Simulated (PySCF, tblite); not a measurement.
# C₆H₉O₂ radical: geometry, infrared bands and EPR parameters

What infrared bands and EPR parameters should C₆H₉O₂ radical (`CC(C)OC1=C[C]1O`) show?

The runs use tblite 0.8.0 and PySCF 2.14.0, with density-fitted response routines of our own; the level of theory stands in each step. All values are computed, except where a source is named. Atoms are numbered from 0 throughout.

## 1. The starting structure

17 atoms, charge 0, multiplicity 2; geometry from: force field or distance geometry start.

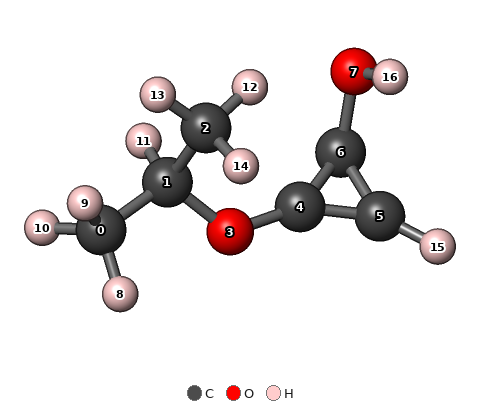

The starting geometry (carbon dark grey, oxygen red, hydrogen pink), atoms numbered; sticks join atoms by distance.

## 2. Geometry optimisation with GFN2-xTB

Job settings and geometry (Å):

```
{"job": {"kind": "relax", "xc": "GFN2-xTB", "basis": "xTB"}, "charge": 0, "multiplicity": 2}
C     -2.141700    -1.009600    -0.680400
C     -0.877400    -0.186900    -0.593700
C     -1.063600     0.760100     0.602400
O      0.249100    -0.958100    -0.295800
C      1.548800    -0.510400    -0.129400
C      2.702000    -0.602300     0.534800
C      2.669800     0.394500    -0.559100
O      2.543500     1.743300    -0.142400
H     -1.918300    -2.043800    -0.369200
H     -2.983200    -0.562500    -0.064500
H     -2.550500    -1.035500    -1.728200
H     -0.740300     0.452300    -1.463200
H     -0.211700     1.454800     0.628500
H     -2.043800     1.279700     0.529100
H     -1.025500     0.179800     1.539300
H      3.314300    -1.045600     1.333500
H      2.521600     1.702400     0.848200
```

The run is started by

```bash
> OMP_NUM_THREADS=1 python probes_run.py task.json out
```

The driver reads the jobs from task.json and runs them one after another.

Standard output:

```text
step      E/eV     max force
  0    -690.14334    2.997
  1    -690.44482    1.838
  2    -690.56140    1.185
  3    -690.63193    0.738
  4    -690.73663    0.992
  5    -690.79599    0.822
  6    -690.83655    0.511
  7    -690.87444    0.474
  8    -690.90528    0.463
  9    -690.92469    0.399
 10    -690.94245    0.409
 11    -690.96289    0.440
 12    -690.98601    0.512
 13    -691.00411    0.359
 14    -691.01521    0.250
 15    -691.02387    0.269
 16    -691.03492    0.383
 17    -691.04270    0.654
 18    -691.05606    0.302
 19    -691.06547    0.242
 20    -691.08313    0.659
 21    -691.09001    0.410
 22    -691.10662    0.382
 23    -691.11461    0.432
 24    -691.11748    0.203
 25    -691.12281    0.161
 26    -691.12941    0.379
 27    -691.13272    0.192
 28    -691.13734    0.154
 29    -691.14568    0.317
 30    -691.14834    0.186
 31    -691.15041    0.101
 32    -691.15251    0.117
 33    -691.15396    0.107
 34    -691.15691    0.108
 35    -691.15852    0.115
 36    -691.15940    0.063
 37    -691.16011    0.104
 38    -691.16104    0.101
 39    -691.16233    0.061
 40    -691.16328    0.077
 41    -691.16437    0.100
 42    -691.16543    0.092
 43    -691.16642    0.072
 44    -691.16718    0.066
 45    -691.16785    0.060
 46    -691.16857    0.068
 47    -691.16942    0.082
 48    -691.17037    0.091
 49    -691.17142    0.092
 50    -691.17260    0.132
 51    -691.17393    0.122
 52    -691.17535    0.107
 53    -691.17677    0.089
 54    -691.17807    0.095
 55    -691.17918    0.104
 56    -691.18017    0.129
 57    -691.18101    0.083
 58    -691.18195    0.099
 59    -691.18290    0.090
 60    -691.18376    0.075
 61    -691.18482    0.090
 62    -691.18626    0.093
 63    -691.18830    0.135
 64    -691.19099    0.177
 65    -691.19378    0.157
 66    -691.19322    0.317
 67    -691.19765    0.122
 68    -691.19921    0.088
 69    -691.20436    0.164
 70    -691.20710    0.194
 71    -691.21054    0.168
 72    -691.21227    0.188
 73    -691.21436    0.127
 74    -691.21682    0.119
 75    -691.22063    0.200
 76    -691.22207    0.135
 77    -691.22347    0.105
 78    -691.22599    0.091
 79    -691.22769    0.102
 80    -691.23049    0.168
 81    -691.23223    0.126
 82    -691.23445    0.115
 83    -691.23699    0.113
 84    -691.23981    0.097
 85    -691.24183    0.107
 86    -691.24343    0.091
 87    -691.24484    0.100
 88    -691.24629    0.114
 89    -691.24756    0.113
 90    -691.24833    0.093
 91    -691.24910    0.088
 92    -691.24969    0.075
 93    -691.25067    0.052
 94    -691.25104    0.043
 95    -691.25147    0.040
 96    -691.25160    0.028
 97    -691.25168    0.024
 98    -691.25173    0.018
 99    -691.25177    0.013
100    -691.25179    0.011
101    -691.25180    0.011
102    -691.25181    0.009
```

It took 0.53 s on 1 thread of Arm Neoverse V2, shared host.

Step by step: (not every step is listed)

```
step  energy from step 0 (eV)  largest force (eV/Å)
   0                   0.0000                2.9968
   1                  -0.3015                1.8384
   2                  -0.4181                1.1852
   3                  -0.4886                0.7385
   4                  -0.5933                0.9919
   5                  -0.6526                0.8219
   6                  -0.6932                0.5110
   7                  -0.7311                0.4736
   8                  -0.7619                0.4628
  16                  -0.8916                0.3827
  24                  -0.9741                0.2034
  32                  -1.0092                0.1165
  40                  -1.0199                0.0773
  48                  -1.0270                0.0908
  56                  -1.0368                0.1295
  64                  -1.0477                0.1770
  72                  -1.0689                0.1881
  80                  -1.0872                0.1683
  88                  -1.1030                0.1140
  96                  -1.1083                0.0282
  97                  -1.1083                0.0239
  98                  -1.1084                0.0184
  99                  -1.1084                0.0132
 100                  -1.1085                0.0112
 101                  -1.1085                0.0112
 102                  -1.1085                0.0092
```

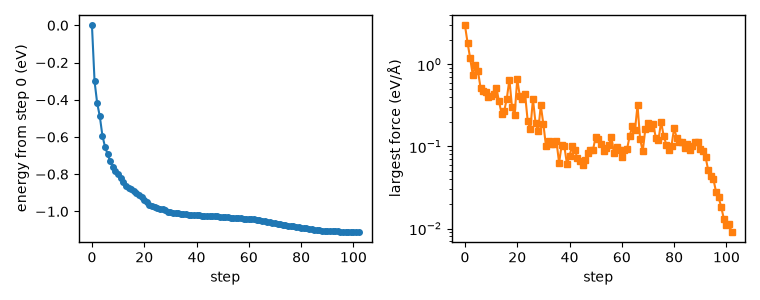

Energy and force, step by step.

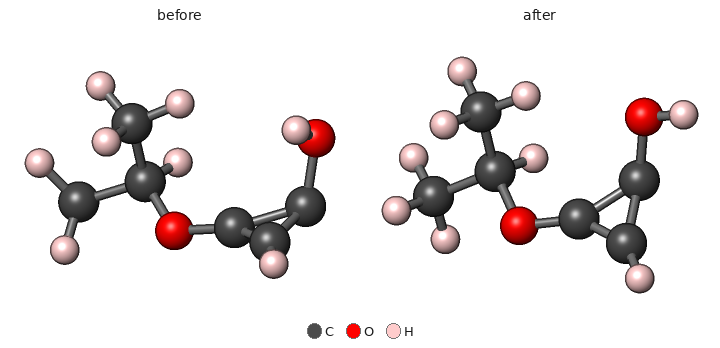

The geometry before (left) and after (right).

Close pairs (by a distance rule), those that changed most:

```
  bond  before (Å)  after (Å)  change (Å)
 O3–C4       1.385      1.305      -0.080
 C4–C6       1.503      1.452      -0.052
 C0–H9       1.135      1.086      -0.048
 C1–O3       1.397      1.442      +0.044
C0–H10       1.125      1.087      -0.038
C5–H15       1.100      1.062      -0.038
O7–H16       0.992      0.963      -0.029
C2–H13       1.112      1.086      -0.026
```

The final coordinates are the input of the step that follows.

## 3. Harmonic vibrations with GFN2-xTB

Job settings and geometry (Å):

```
{"job": {"kind": "ir", "xc": "GFN2-xTB", "basis": "xTB"}, "charge": 0, "multiplicity": 2}
C     -2.085560    -1.045761    -0.726975
C     -0.868178    -0.179516    -0.439630
C     -1.105957     0.791345     0.711634
O      0.207304    -1.082720    -0.113749
C      1.403582    -0.561054    -0.096988
C      2.701111    -0.732968     0.165075
C      2.249768     0.594504    -0.332961
O      2.182801     1.795075     0.381390
H     -2.345763    -1.620992     0.158283
H     -2.928049    -0.418788    -1.004639
H     -1.873214    -1.735981    -1.539512
H     -0.578756     0.383736    -1.337709
H     -0.212108     1.384232     0.892145
H     -1.924710     1.461450     0.465697
H     -1.355562     0.243446     1.617901
H      3.448609    -1.347588     0.602334
H      3.077685     2.083610     0.587795
```

Standard output:

```text
mode    cm-1     km/mol
  1      50.3      0.17
  2      98.0      2.34
  3     129.7      6.01
  4     182.7      0.49
  5     231.6      0.27
  6     240.7     11.47
  7     269.1    125.97
  8     323.7      1.74
  9     381.9     15.32
 10     436.7     15.63
 11     455.8      1.30
 12     492.5      0.67
 13     529.5     36.49
 14     570.4     13.97
 15     738.5     10.88
 16     867.2     12.55
 17     910.3      3.55
 18     943.7     11.18
 19     954.1     10.87
 20     974.0     14.02
 21     976.5     75.12
 22    1126.5    160.49
 23    1140.5     43.97
 24    1153.4    138.00
 25    1164.5    112.09
 26    1184.1    114.44
 27    1286.3    121.12
 28    1308.0     25.54
 29    1312.7      4.86
 30    1398.6      9.74
 31    1411.2     11.58
 32    1474.2      1.84
 33    1482.9      0.50
 34    1486.3      2.52
 35    1494.8      8.19
 36    1841.7    333.06
 37    2891.4     39.46
 38    3036.8     11.63
 39    3044.5     37.45
 40    3047.4     11.95
 41    3049.2      3.27
 42    3051.4      8.39
 43    3054.8     51.43
 44    3221.4      4.94
 45    3549.4     15.99
```

Wall time 0.42 s (1 thread of Arm Neoverse V2, shared host).

Which atoms move in the most intense modes:

```
cm⁻¹  km/mol                                atoms
 269   126.0                             H16 83 %
 976    75.1            O7 26 %, C6 26 %, C5 16 %
1126   160.5                     C1 24 %, O3 17 %
1153   138.0                             H16 55 %
1164   112.1                              C1 22 %
1184   114.4            C1 24 %, H8 15 %, C0 12 %
1286   121.1  C6 44 %, H11 15 %, C4 14 %, C5 13 %
1842   333.1                     C4 63 %, C5 20 %
```

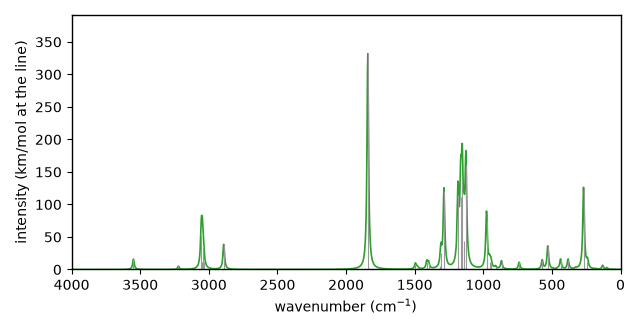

The infrared spectrum from these modes, unscaled. Lines are broadened to a width of 14 cm⁻¹ (Lorentzian).

## 4. EPR parameters: B3LYP/pcH-1

Same as in step 3 but for these lines:

```diff
@@ -1,2 +1,2 @@
-{"job": {"kind": "ir", "xc": "GFN2-xTB", "basis": "xTB"}, "charge": 0, "multiplicity": 2}
+{"job": {"kind": "epr", "basis": "pcH-1"}, "charge": 0, "multiplicity": 2}
 C     -2.085560    -1.045761    -0.726975
```

Level: UKS B3LYP, pcH-1 on C H O, non-relativistic, mean-field spin-orbit, GIAO.

Standard output:

```text
UKS, coarse grid
  cycle   1  E = -384.23808923  |g| = 5.98e-01
  cycle   2  E = -384.07484161  |g| = 9.11e-01
  cycle   3  E = -384.36329563  |g| = 1.38e-01
  cycle   4  E = -384.37047626  |g| = 5.02e-02
  cycle   5  E = -384.37139738  |g| = 2.54e-02
  cycle   6  E = -384.37170462  |g| = 5.72e-03
  cycle   7  E = -384.37172398  |g| = 2.08e-03
  cycle   8  E = -384.37172585  |g| = 1.15e-03
  cycle   9  E = -384.37172735  |g| = 4.57e-04
UKS, final grid
  cycle   1  E = -384.37171571  |g| = 6.94e-04
  cycle   2  E = -384.37171540  |g| = 1.17e-03
  cycle   3  E = -384.37171592  |g| = 7.80e-05
  cycle   4  E = -384.37171593  |g| = 3.93e-05
  cycle   5  E = -384.37171593  |g| = 2.42e-05
E = -384.37171593 Eh   <S^2> = 0.7554 (exact 0.7500)
g shifts (ppm)      1          2          3
  rmc          -196       -196       -196
  gc             23         27        -43
  oz_so        -313        882       1610
  total        -486        713       1371
hyperfine (MHz)  atom isotope    a_iso     a_fc   dipolar eigenvalues
    0   13C      -0.10      -0.10     -0.18     -0.17      0.35
    1   13C       1.03       1.03     -0.88     -0.08      0.97
    2   13C      -0.47      -0.47     -0.39     -0.20      0.59
    3   17O      -6.88      -6.88     -2.31     -0.01      2.32
    4   13C     -13.94     -13.94    -14.79     -2.70     17.49
    5   13C      38.13      38.13    -21.37    -17.89     39.26
    6   13C     495.96     495.96    -57.01    -49.52    106.52
    7   17O     -63.90     -63.90    -53.10     25.70     27.40
    8    1H       0.22       0.22     -0.52     -0.47      0.99
    9    1H       0.48       0.48     -0.47     -0.45      0.92
   10    1H      -0.01      -0.01     -0.59     -0.56      1.14
   11    1H       0.74       0.74     -2.45     -1.87      4.31
   12    1H      -0.01      -0.01     -2.32     -1.90      4.23
   13    1H       0.21       0.21     -0.78     -0.71      1.49
   14    1H       0.06       0.06     -0.87     -0.79      1.66
   15    1H     -21.55     -21.55    -11.89     -1.71     13.60
   16    1H     -11.81     -11.81    -14.61     -7.72     22.34
```

Run time: 72 s. Hardware: 1 thread of Arm Neoverse V2, shared host; peak memory 0.96 GiB.

Principal g values 2.00183, 2.00303, 2.00369; g(iso) = 2.00285, against 2.00232 for a free electron.

Mean a(iso) over the nuclei that a row names, and the largest dipolar term of the row (other rows stand at the frozen geometry):

```
                    nuclei  isotope  a(iso) (MHz)  a(iso) (G, at g = 2.0023)  largest dipolar term (MHz)
                        C6      13C         496.0                      177.0                       106.5
                        O7      17O         -63.9                      -22.8                       -53.1
                        C5      13C          38.1                       13.6                        39.3
                       H15       1H         -21.6                       -7.7                        13.6
                        C4      13C         -13.9                       -5.0                        17.5
                       H16       1H         -11.8                       -4.2                        22.3
                        O3      17O          -6.9                       -2.5                         2.3
                        C1      13C           1.0                        0.4                         1.0
                       H11       1H           0.7                        0.3                         4.3
                    C0, C2      13C          -0.3                       -0.1                         0.6
H8, H9, H10, H12, H13, H14       1H           0.2                        0.1                         4.2
```

Mulliken spin populations:

C0 0.00; C1 0.01; C2 0.00; O3 0.00; C4 -0.01; C5 0.21; C6 0.69; O7 0.11; H8 0.00; H9 0.00; H10 0.00; H11 0.00; H12 0.00; H13 0.00; H14 0.00; H15 -0.01; H16 0.01

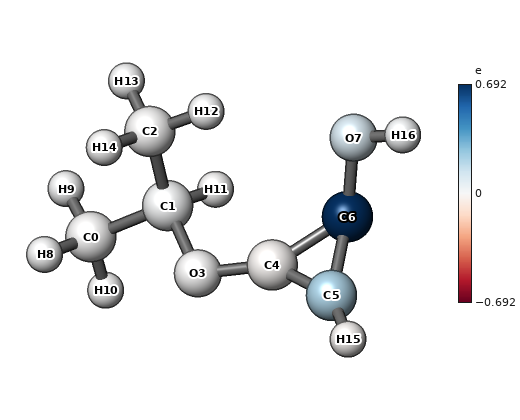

Mulliken spin populations, as colours on the atoms.

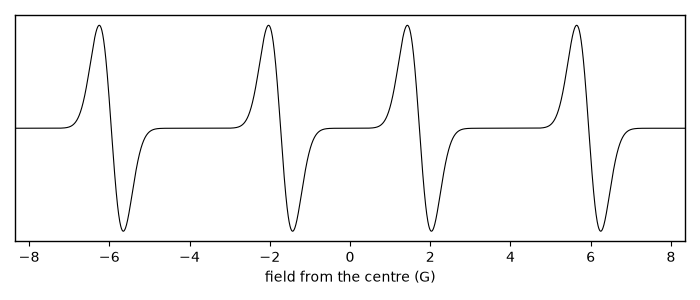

First-order isotropic spectrum (first derivative, main isotopes with spin only, couplings over 0.8 MHz, Gaussian width 0.3 G; couplings of the frozen geometry, rotation of groups not averaged beyond the rows shown).

Orbitals, density, ELF and potential are computed afterwards from the orbital file.

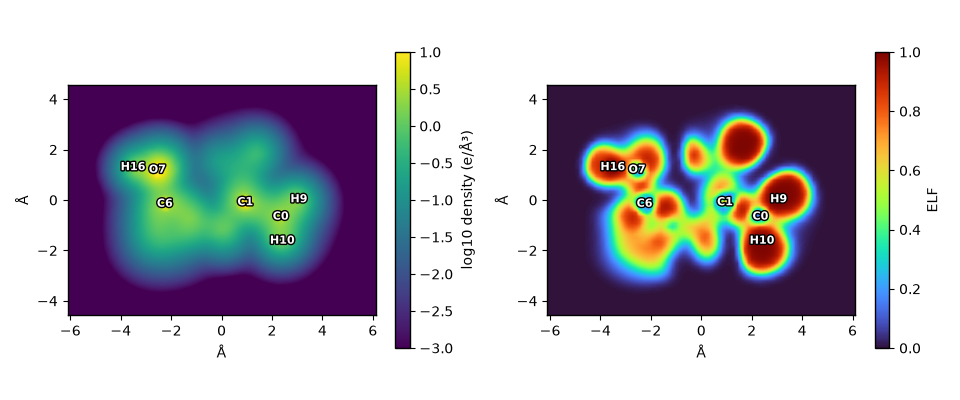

Density (left) and ELF (right) in a plane through or near 7 of the atoms.

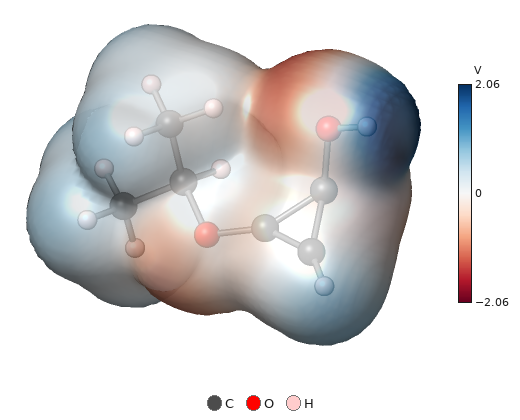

Electrostatic potential on the surface of density 0.002 e/bohr³; red is low, blue high. It runs from -1.32 V near O7 to 2.06 V near H16.

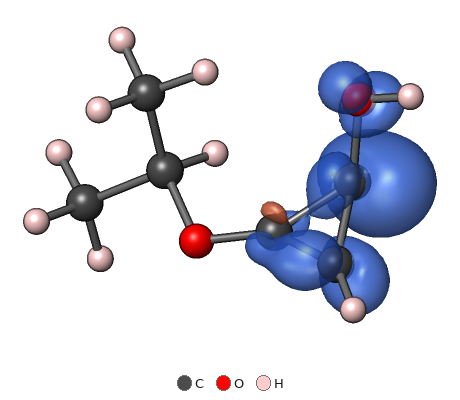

Spin density at ±0.04 e/Å³ (alpha excess blue, beta excess red).

## 5. Outcome

| quantity | value |
| --- | --- |
| strongest single infrared mode (GFN2-xTB) | 1842 cm⁻¹, 333 km/mol |
| zero-point energy (GFN2-xTB) | 84.3 kcal/mol |
| g(iso) (B3LYP) | 2.00285 |
| ⟨S²⟩ | 0.755 (exact 0.75) |
| largest a(iso) (averaged by class) | 13C on C6, 496.0 MHz |
| surface potential, least and greatest | -1.32 V and 2.06 V |

**Reading.** Over 102 steps the energy fell by 1.108 eV; of the close pairs, O3–C4 changed most, 1.385 to 1.305 Å. No mode is imaginary among the 45: a minimum at this level. The strongest single mode, at 1842 cm⁻¹, moves mainly C4. Unscaled tight-binding wavenumbers are off by several per cent, some by more. Its intensities can rank the bands wrongly. The largest share of the spin, 0.69 e, sits on C6. The isotropic g lies 0.5 ppt above the free-electron value.
